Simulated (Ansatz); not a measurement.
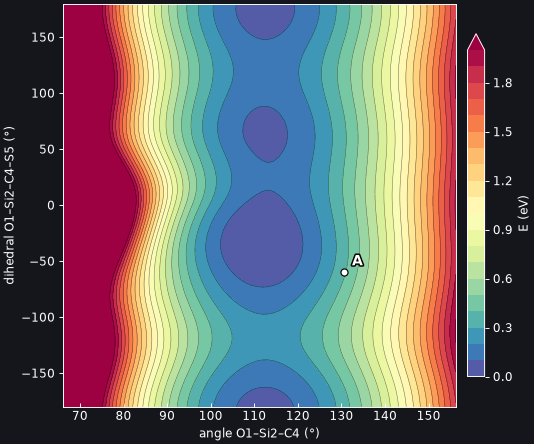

CH₅FOSSi, SMILES O[SiH](F)CS. The first coordinate is: angle O1–Si2–C4; the second: dihedral O1–Si2–C4–S5. Nothing is relaxed (all other coordinates rigid). The scan uses a 15 × 15 grid. Points are written as (first, second). All energies are given in eV relative to the lowest grid point. All numbers below come from RKS PBE-D4/def2-TZVP in Ansatz.

In the figure: filled contours, one colour for all values above the top of the scale, the point A. Between grid points the surface is interpolated.

Question: Which way does the force act at A, and how strong is it?

Answer: A, at (130.5°, −60°), is not a stationary point. The computed force is 0.035 eV for each degree towards smaller values of angle O1–Si2–C4 and 0.0024 eV for each degree towards larger values of dihedral O1–Si2–C4–S5.
